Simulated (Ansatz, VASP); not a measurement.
# ZnGe in two plane-wave programs

Wanted: the spread between two codes on one cell, functional and k mesh. The cell is invented: As first built, before any earlier steps moved the atoms (in the runner's words): it takes the TiZn structure with some of its atoms replaced by other elements, volume scaled by an estimate. It may not be a known or stable phase. The cell is taken from a series of VASP runs on this material, whose earlier steps may have relaxed, scaled or displaced it; both programs get it as it stands. Other levels of theory on this material are compared in a session of their own. Valence electrons are named where the data sets of a main pair hold unlike numbers.

Calculated with Ansatz 0.2.0; plane waves, with VASP 6.6.1 beside it; band structure at PBE, band structure at LDA and band structure at r2SCAN.

## 1. The starting structure

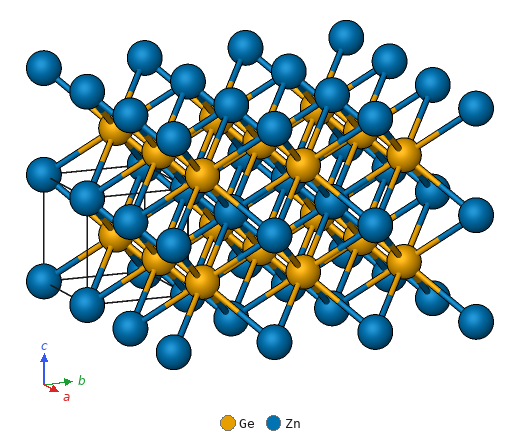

Start, viewed slightly off an axis; germanium orange, zinc blue. 3×3×2 cells are drawn. Some periodic images of atoms are drawn too.

Coordinates:

```cif
data_structure
_symmetry_space_group_name_H-M 'Pm-3m'
_symmetry_Int_Tables_number 221
_cell_length_a 3.2898
_cell_length_b 3.2898
_cell_length_c 3.2898
_cell_angle_alpha 90.000
_cell_angle_beta 90.000
_cell_angle_gamma 90.000
_cell_volume 35.60
loop_
_atom_site_label
_atom_site_type_symbol
_atom_site_symmetry_multiplicity
_atom_site_Wyckoff_symbol
_atom_site_fract_x
_atom_site_fract_y
_atom_site_fract_z
_atom_site_occupancy
Ge1 Ge 1 b 0.50000 0.50000 0.50000 1
Zn1 Zn 1 a 0.00000 0.00000 0.00000 1
```

## 2. VASP: band structure, PBE

A single point gives forces, pressure and levels at one fixed geometry, so differences don't come from the geometry; what else differs is listed under the comparison.

Lines of VASP's logs that name or quote its potential files are left out, and so is its time.

File INCAR:

```
SYSTEM = ZnGe
PREC = Accurate
ENCUT = 410
EDIFF = 1E-06
NELM = 100
ISMEAR = 0
SIGMA = 0.02
LREAL = .FALSE.
ALGO = Normal
GGA = PE
LORBIT = 11
LWAVE = .FALSE.
LCHARG = .FALSE.
KPAR = 4
```

File POSCAR:

```
ZnGe
1.0
    3.2898053742      0.0000000000      0.0000000000
    0.0000000000      3.2898053742      0.0000000000
    0.0000000000      0.0000000000      3.2898053742
Ge Zn
1 1
Direct
    0.5000000000      0.5000000000      0.5000000000
    0.0000000000      0.0000000000      0.0000000000
```

File KPOINTS:

```
Automatic mesh
0
Gamma
4 4 4
0 0 0
```

File KPOINTS_OPT:

```
Line mode
16
Line-mode
Reciprocal
  0.00000000   0.00000000   0.00000000 GAMMA
  0.00000000   0.50000000   0.00000000 X

  0.00000000   0.50000000   0.00000000 X
  0.50000000   0.50000000   0.00000000 M

  0.50000000   0.50000000   0.00000000 M
  0.00000000   0.00000000   0.00000000 GAMMA

  0.00000000   0.00000000   0.00000000 GAMMA
  0.50000000   0.50000000   0.50000000 R

  0.50000000   0.50000000   0.50000000 R
  0.00000000   0.50000000   0.00000000 X

  0.50000000   0.50000000   0.00000000 M
  0.50000000   0.50000000   0.50000000 R
```

Potentials, in the order of the species: Ge_d and Zn (PBE family, release 64).

Started as:

```console
> mpirun -np 4 vasp_std
```

Numbers of over 12 decimals in the logs are rounded to 6 here.

The log of the run:

```text
[banner, memory and clock lines left out]
running    4 mpi-ranks, on    1 nodes
 distrk:  each k-point on    1 cores,    4 groups
 distr:  one band on    1 cores,    1 groups

 POSCAR found type information on POSCAR GeZn
 POSCAR found :  2 types and       2 ions
 LDA part: xc-table for (Slater+PW92), standard interpolation
 POSCAR, INCAR and KPOINTS ok, starting setup
 FFT: planning ... GRIDC
 FFT: planning ... GRID_SOFT
 FFT: planning ... GRID
 WAVECAR not read
 entering main loop
       N       E                     dE             d eps       ncg     rms          rms(c)
DAV:   1     0.112133263816E+03    0.11213E+03   -0.12358E+04   348   0.330E+03
DAV:   2     0.524150085269E+01   -0.10689E+03   -0.10570E+03   340   0.399E+02
DAV:   3    -0.521036100700E+01   -0.10452E+02   -0.10423E+02   399   0.109E+02
DAV:   4    -0.542206500452E+01   -0.21170E+00   -0.21163E+00   371   0.156E+01
DAV:   5    -0.542497958275E+01   -0.29146E-02   -0.29144E-02   426   0.192E+00    0.286E+00
DAV:   6    -0.527243813735E+01    0.15254E+00   -0.80269E-01   369   0.169E+01    0.247E+00
DAV:   7    -0.525992076116E+01    0.12517E-01   -0.73616E-02   360   0.356E+00    0.114E+00
DAV:   8    -0.525489229968E+01    0.50285E-02   -0.79493E-03   436   0.122E+00    0.142E-01
DAV:   9    -0.525478449870E+01    0.10780E-03   -0.92467E-04   471   0.437E-01    0.405E-02
DAV:  10    -0.525476400900E+01    0.20490E-04   -0.17951E-04   387   0.161E-01    0.121E-02
DAV:  11    -0.525476449180E+01   -0.48280E-06   -0.13887E-05   403   0.423E-02    0.683E-03
DAV:  12    -0.525476515056E+01   -0.65876E-06   -0.20197E-06   314   0.176E-02
   1 F= -.52547652E+01 E0= -.52537305E+01  d E =-.206938E-02
 Start KPOINTS_OPT (optional k-point list driver)
k-point batch [1-10\96]
       N       E                     dE             ncg
DAV:   1    -0.867888951947E+03   -0.24598E+04      340
DAV:   2    -0.205196630419E+04   -0.11841E+04      348
DAV:   3    -0.217484899073E+04   -0.12288E+03      346
DAV:   4    -0.217724041045E+04   -0.23914E+01      376
DAV:   5    -0.217726941464E+04   -0.29004E-01      355
DAV:   6    -0.217727011158E+04   -0.69694E-03      384
DAV:   7    -0.217727013633E+04   -0.24749E-04      356
DAV:   8    -0.217727013735E+04   -0.10266E-05      282
DAV:   9    -0.217727013743E+04   -0.74718E-07      188
[...]
k-point batch [91-96\96]
       N       E                     dE             ncg
DAV:   1     0.351186355241E+04   -0.70684E+04      213
DAV:   2     0.286939326149E+04   -0.64247E+03      204
DAV:   3     0.281013052535E+04   -0.59263E+02      228
DAV:   4     0.280893019359E+04   -0.12003E+01      246
DAV:   5     0.280891549502E+04   -0.14699E-01      214
DAV:   6     0.280891518477E+04   -0.31025E-03      237
DAV:   7     0.280891517582E+04   -0.89556E-05      214
DAV:   8     0.280891517550E+04   -0.31762E-06      126
```

From OUTCAR (step 2):

```text
ion  position               nearest neighbor table
   1  0.500  0.500  0.500-   2 2.85   2 2.85   2 2.85   2 2.85   2 2.85   2 2.85   2 2.85   2 2.85

  LATTYP: Found a simple cubic cell.
 ALAT       =     3.2898053742

 Subroutine GETGRP returns: Found 48 space group operations
 (whereof 48 operations were pure point group operations)

The static configuration has the point symmetry O_h .

 Found     10 irreducible k-points:

   k-points           NKPTS =     10   k-points in BZ     NKDIM =     10   number of bands    NBANDS=     17

   dimension x,y,z NGX =    24 NGY =   24 NGZ =   24
   dimension x,y,z NGXF=    48 NGYF=   48 NGZF=   48

   ENCUT  =  410.0 eV  30.13 Ry    5.49 a.u.   5.43  5.43  5.43*2*pi/ulx,y,z

   NELECT =      26.0000    total number of electrons

 k-points in reciprocal lattice and weights: Automatic mesh
   0.00000000  0.00000000  0.00000000       0.016
   0.25000000  0.00000000  0.00000000       0.094
   0.50000000  0.00000000  0.00000000       0.047
   0.25000000  0.25000000  0.00000000       0.188
   0.50000000  0.25000000  0.00000000       0.188
   0.50000000  0.50000000  0.00000000       0.047
   0.25000000  0.25000000  0.25000000       0.125
   0.50000000  0.25000000  0.25000000       0.188
   0.50000000  0.50000000  0.25000000       0.094
   0.50000000  0.50000000  0.50000000       0.016

 average (electrostatic) potential at core
       1 -74.5859       2 -34.9873

 E-fermi :   4.2386

 k-point     1 :       0.0000    0.0000    0.0000
  band No.  band energies     occupation
    ...
      7      -2.6847      2.00000
      8      -2.6847      2.00000
      9      -2.3702      2.00000
     10      -2.3702      2.00000
     11      -2.3702      2.00000
     12       6.0488      0.00000
     13       6.0488      0.00000
     14       6.0488      0.00000
     15       6.6658      0.00000
     16      10.8551      0.00000
    ...

 k-point     2 :       0.2500    0.0000    0.0000
  band No.  band energies     occupation
    ...
      8      -2.6307      2.00000
      9      -2.4522      2.00000
     10      -2.4522      2.00000
     11      -2.3653      2.00000
     12       1.3305      2.00000
     13       6.9831      0.00000
     14       6.9831      0.00000
     15       8.5850      0.00000
     16      11.5208      0.00000
     17      14.5939      0.00000

 k-point     3 :       0.5000    0.0000    0.0000
  band No.  band energies     occupation
    ...
      8      -2.6402      2.00000
      9      -2.5302      2.00000
     10      -2.5302      2.00000
     11      -2.3607      2.00000
     12      -1.4456      2.00000
     13       8.6950      0.00000
     14       8.6950      0.00000
     15      10.4495      0.00000
     16      11.4409      0.00000
     17      11.6006      0.00000

  Total       -0.2301496     -0.2301496     -0.2301496     -0.0000000      0.0000000      0.0000000
  in kB      -10.3564338    -10.3564338    -10.3564338     -0.0000000      0.0000000      0.0000000
  external PRESSURE =     -10.3564338 kB  Pullay stress =       0.0000000 kB

  energy-cutoff  :      410.00
  volume of cell :       35.60
      direct lattice vectors                 reciprocal lattice vectors
     3.289805374  0.000000000  0.000000000     0.303969350  0.000000000  0.000000000
     0.000000000  3.289805374  0.000000000     0.000000000  0.303969350  0.000000000
     0.000000000  0.000000000  3.289805374     0.000000000  0.000000000  0.303969350

 POSITION                                       TOTAL-FORCE (eV/Angst)
 -----------------------------------------------------------------------------------
      1.64490      1.64490      1.64490         0.000000      0.000000      0.000000
      0.00000      0.00000      0.00000         0.000000      0.000000      0.000000
 -----------------------------------------------------------------------------------
    total drift:                                0.000000      0.000000     -0.000000

  FREE ENERGIE OF THE ION-ELECTRON SYSTEM (eV)
  ---------------------------------------------------
  free  energy   TOTEN  =        -5.2547651506 eV

  energy  without entropy=       -5.2526957668  energy(sigma->0) =       -5.25373046

 total charge
# of ion       s       p       d       tot
------------------------------------------
    1        1.265   0.917  10.011  12.193
    2        0.602   0.334   9.746  10.682
--------------------------------------------------
tot          1.868   1.251  19.757  22.875

[... 3 further parts left out ...]
```

The run ends at a pressure of -1.04 GPa.

## 3. Ansatz: band structure, PBE

Ansatz runs on its default PAW (the set named soft_2) files.

The same cell, functional, mesh and smearing now go to Ansatz, which takes its cutoff from its data sets.

File input.yaml:

```yaml
crystal:
  lattice:
    - [3.2898053742, 0.0, 0.0]
    - [0.0, 3.2898053742, 0.0]
    - [0.0, 0.0, 3.2898053742]
  atoms:
    - { symbol: Ge, position: [0.5, 0.5, 0.5] }
    - { symbol: Zn, position: [0.0, 0.0, 0.0] }
hamiltonian:
  xc: pbe
  pseudopotentials: { kind: paw }
kpoints:
  mp_grid: { grid: [4, 4, 4] }
  band_path:
    path:
      - [0.0, 0.0, 0.0]
      - [0.0, 0.1, 0.0]
      - [0.0, 0.2, 0.0]
      - [0.0, 0.3, 0.0]
      - [0.0, 0.43333, 0.0]
      - [0.0, 0.5, 0.0]
      - [0.1, 0.5, 0.0]
      - [0.2, 0.5, 0.0]
      - [0.33333, 0.5, 0.0]
      - [0.43333, 0.5, 0.0]
      - [0.5, 0.5, 0.0]
      - [0.36667, 0.36667, 0.0]
      - [0.26667, 0.26667, 0.0]
      - [0.16667, 0.16667, 0.0]
      - [0.06667, 0.06667, 0.0]
      - [0.03333, 0.03333, 0.03333]
      - [0.13333, 0.13333, 0.13333]
      - [0.23333, 0.23333, 0.23333]
      - [0.33333, 0.33333, 0.33333]
      - [0.46667, 0.46667, 0.46667]
      - [0.46667, 0.5, 0.46667]
      - [0.36667, 0.5, 0.36667]
      - [0.23333, 0.5, 0.23333]
      - [0.13333, 0.5, 0.13333]
      - [0.03333, 0.5, 0.03333]
      - [0.5, 0.5, 0.03333]
      - [0.5, 0.5, 0.16667]
      - [0.5, 0.5, 0.26667]
      - [0.5, 0.5, 0.36667]
      - [0.5, 0.5, 0.5]
    npoints: 1
scf:
  occupations: { method: gaussian, width: 0.02 }
  n_extra_bands: 7
output:
  forces: true
  stress: true
  eigenvalues: true
  write_density: true
  write_potential: true
  elf: true
  volumetric_format: npy
```

Started as:

```console
> ansatz run input.yaml --threads 2 --pin off --max-ram 4608MiB --backend cpu --events-out ev --progress --plain --runs-dir out
```

The log of the run:

```text
scf.n_extra_bands = 7 over 13 filled bands (N_el = 26.0): the run solves 20 bands
Engine: ansatz 0.2.0, aarch64-unknown-linux-gnu
Pseudopotentials: kind: paw
Pseudopotential: Ge, paw, valence charge 14, recommended cutoff 420 eV (normal), Ge.paw.azcp
Pseudopotential: Zn, paw, valence charge 12, recommended cutoff 420 eV (normal), Zn.paw.azcp
Functional definition: PBE
  parameter kappa = 0.804
  parameter beta = 0.066725
  exchange = pbe_x(kappa = kappa, mu = beta*pi^2/3)
  correlation = pbe_c(beta = beta)
Crystal: 2 atoms, lattice volume = 35.605 Å³
Basis set: ecut = 420 eV, 739 PW (Γ), exchange–correlation on 48×48×48 points (8 copies of the dense FFT grid, shifted against one another)
Bands: 20, of which v1, the nominal top of the filled ones, is band 13 counted from 1 (12 counted from 0)
Symmetry: 48 space group operations
Space group: Pm-3m (ITA 221), of the structure as read, at distance tolerance 3.3e-5 Å
k-points: 10 of 64
Non-local potential: Ge, projectors of the file, l = 0: 2, l = 1: 2, l = 2: 3, l = 3: 1
Non-local potential: Zn, projectors of the file, l = 0: 2, l = 1: 2, l = 2: 3, l = 3: 1
PAW form: soft (Blöchl's): semilocal exchange-correlation on the pseudo side does not see the compensation charge
PAW one-centre angular grid: Ge, 590 points (default); XC on 64 Gauss nodes
PAW one-centre angular grid: Zn, 590 points (default); XC on 64 Gauss nodes
Initial density: superposition of atomic densities (neutral atoms: chi_scale 0, normalization atom), corrected by the library's trained network
Initial wavefunctions: pseudopotential atomic-orbital guess
Functional: x = pbe(κ = 0.804, μ = 0.219515), c = pbe(β = 0.066725)
SCF iter   1: F=—  HF=-7613.642228 eV  |F-HF|=—  |Δ(HF+E_count)|=         —  Δρ=2.23e-3  dr2=1.24e-3  ethr=1.77e-3  ⟨swp⟩=6.2  Hψ=988  notcnv=0
preconditioner: auto → none  [insulator: Δε(μ)=0.183 eV  Ē_g=21.151 eV  σ=0.020 eV  W_gap=0.58  n_scr=6 (ndim 8)  ℏωp=31.7 eV  f_vac=0.000  D(μ)=10.35/eV (n_scr^D=250)  ε∞_Penn≈3.3]
SCF iter   2: F=—  HF=-7613.641723 eV  |F-HF|=—  |Δ(HF+E_count)|=   5.05e-4  Δρ=8.42e-4  dr2=1.22e-4  ethr=4.78e-6  ⟨swp⟩=2.2  Hψ=366  notcnv=0  defer=15
SCF iter   3: F=—  HF=-7613.641720 eV  |F-HF|=—  |Δ(HF+E_count)|=   2.62e-6  Δρ=3.60e-4  dr2=1.73e-5  ethr=4.70e-7  ⟨swp⟩=2.0  Hψ=250  notcnv=0  defer=15
SCF iter   4: F=—  HF=-7613.641723 eV  |F-HF|=—  |Δ(HF+E_count)|=   2.63e-6  Δρ=5.04e-5  dr2=3.82e-7  ethr=6.64e-8  ⟨swp⟩=2.0  Hψ=295  notcnv=0  defer=15
SCF iter   5: F=—  HF=-7613.641723 eV  |F-HF|=—  |Δ(HF+E_count)|=   2.74e-7  Δρ=4.05e-5  dr2=3.84e-7  ethr=1.47e-9  ⟨swp⟩=2.1  Hψ=269  notcnv=0  defer=15
SCF iter   6: F=-7613.641723 eV  HF=-7613.641723 eV  |F-HF|=1.85e-9  |Δ(HF+E_count)|=   1.64e-7  Δρ=3.84e-6  dr2=2.55e-9  ethr=3.85e-10  ⟨swp⟩=9.0  Hψ=1235  notcnv=0
SCF 1 converged in 6 iterations: F = -7613.641723 eV  dr2 = 2.55e-9
  greatest PAW one-centre occupation: 0.998 electrons in one spin orbital (limit 2), on the Ge atom at site 0 (counted from 0), in its partial waves of l = 2
NSCF: frozen V_eff on 30 k-points
SCF converged after 6 iterations
Free energy (F): -7613.641723 eV
Harris-Foulkes:  -7613.641723 eV  (|F-HF|=1.85e-9)
Internal energy: -7613.639654 eV  (E = F + TS)
E sigma→0 (E₀):  -7613.640688 eV
Entropy (-TS):   -0.002069 eV (-1.035 meV/atom)
Fermi energy:    9.914354 eV
--- Per-component energies (eV) ---
  E_band       = -76.682643
  E_kinetic    = 240.341415
  E_local      = -3723.126939  (includes V_loc(G=0)·N_el)
  E_nonlocal   = 1027.593062
  E_hartree    = 1597.730098
  E_xc         = -212.496426
  E_vxc        = -116.016697  (∫ρ·V_xc dr)
  E_paw        = -3842.752397  (= ΣΔE_a)
  E_vpaw       = -700.932358  (= ΣTr[D̂ρ^β])
  E_aug_tail   = -0.000005  (compensation charges beyond the density's cutoff)
  E_ewald      = -2700.928461
  E_smearing   = -0.002069  (= −TS)
  E_closure    = 0.000000  (closes the sum)
  Σ components = -7613.641723   (vs F -7613.641723, Δ=0.00e0)
--- Forces (eV/Å), atoms counted from 1 ---
  atom   1  Ge    -0.00000000     0.00000000     0.00000000
  atom   2  Zn    -0.00000000     0.00000000     0.00000000
  max |Σ_I F_I| component: 4.44e-30 eV/Å
--- Stress (GPa, compression-positive) ---
       -0.649726      -0.000000       0.000000
       -0.000000      -0.649726       0.000000
        0.000000       0.000000      -0.649726
  P = ⅓ Tr σ = -0.6497 GPa (-6.497 kbar)
--- Band table (eV; the first three rows and the last of 10) ---
  k-point 0: bands = [... 9 lower, 3.3180, 3.3180, 11.7209, 11.7209, 11.7209, 12.3442, 16.5162, 16.5162, ... 3 higher]
  k-point 1: bands = [... 9 lower, 3.2356, 3.3227, 7.0085, 12.6571, 12.6571, 14.2618, 17.1732, 20.2128, ... 3 higher]
  k-point 2: bands = [... 9 lower, 3.1576, 3.3274, 4.2375, 14.3738, 14.3738, 16.1201, 17.1187, 17.2613, ... 3 higher]
  k-point 9: bands = [... 9 lower, 3.4570, 5.0585, 9.7360, 9.7360, 9.7360, 11.3242, 11.3242, 11.3242, ... 3 higher]
```

The job ended after 1.4 s (2 threads of Arm Neoverse N1, shared host; peak memory 0.28 GiB; 2.2 s of CPU time).

## 4. Comparison

Known differences besides the potentials themselves: the cutoff is 420 eV in Ansatz and 410 eV in VASP; VASP leaves aspherical gradient terms in its spheres out (LASPH is not set), Ansatz keeps them. Total energies have different zeros and are not compared.

The two programs side by side:

| quantity | Ansatz | VASP | difference |
| --- | --- | --- | --- |
| pressure (GPa) | -0.65 | -1.04 | +0.39 |
| pressure without Ansatz's Pulay correction (GPa) | -0.71 | -1.04 | +0.32 |

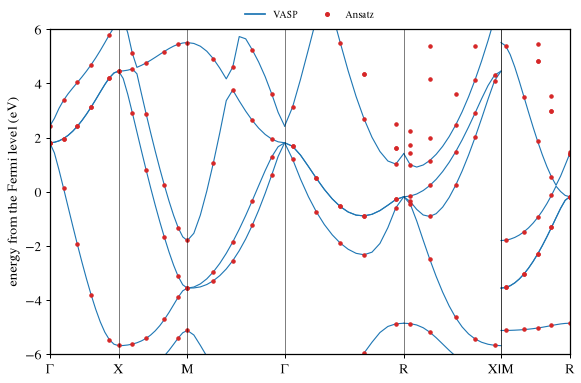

Bands from VASP (lines) and levels from Ansatz (dots). Dots without a line are higher empty bands that the VASP plot leaves out.

Levels from 3 eV below to 2 eV above the Fermi level differ by 3 meV r.m.s. and 6 meV at most; each VASP level is matched to the nearest of Ansatz, which flatters the figure a little. Ansatz's pressure holds a Pulay correction of 0.06 GPa; VASP's holds none.

## 5. Ansatz: band structure, LDA

A single point gives forces, pressure and levels at one fixed geometry, so differences don't come from the geometry; what else differs is listed under the comparison.

The cell is taken from a series of VASP runs on this material, whose earlier steps may have relaxed, scaled or displaced it; both programs get it as it stands.

input.yaml, as its differences from that of step 3:

```diff
@@ -9,3 +9,3 @@
 hamiltonian:
-  xc: pbe
+  xc: lda
   pseudopotentials: { kind: paw }
@@ -53,5 +53 @@
   eigenvalues: true
-  write_density: true
-  write_potential: true
-  elf: true
-  volumetric_format: npy
```

The log of the run:

```text
[...]
Crystal: 2 atoms, lattice volume = 35.605 Å³
Basis set: ecut = 420 eV, 739 PW (Γ)
Bands: 20, of which v1, the nominal top of the filled ones, is band 13 counted from 1 (12 counted from 0)
Symmetry: 48 space group operations
[...]
k-points: 10 of 64
[...]
k-point 0: bands = [... 9 lower, 2.8714, 2.8714, 11.3356, 11.3356, 11.3356, 11.7830, 16.2810, 16.2810, ... 3 higher]
  k-point 1: bands = [... 9 lower, 2.7897, 2.8760, 6.6122, 12.2676, 12.2676, 13.7865, 16.9388, 19.7398, ... 3 higher]
  k-point 2: bands = [... 9 lower, 2.7124, 2.8807, 3.8319, 13.9738, 13.9738, 15.6666, 16.6180, 16.8568, ... 3 higher]
  k-point 9: bands = [... 9 lower, 3.0129, 4.5810, 9.4026, 9.4026, 9.4026, 10.8369, 10.9852, 10.9852, ... 3 higher]
[key lines of the parts left out:]
SCF converged after 7 iterations
Free energy (F): -7461.491115 eV
Fermi energy:    9.520505 eV
P = ⅓ Tr σ = -6.8403 GPa (-68.403 kbar)
```

Run time: 1.4 s. Hardware: 2 threads; peak memory 0.27 GiB; 2.2 s of CPU time.

[end of part 1 of 2]

[Lines on the potential files, build, host, timing and source positions are cut from VASP's logs without a mark.]

[Logs are printed without paths, hosts, clocks, repeated set-up lines and the standing remarks that a program may print on its own settings, such as how far it seeks lower states.]

[Hosts, paths, dates, database ids (printed as entryN), source tags and the programs' standing remarks are cut or masked in the printed files.]
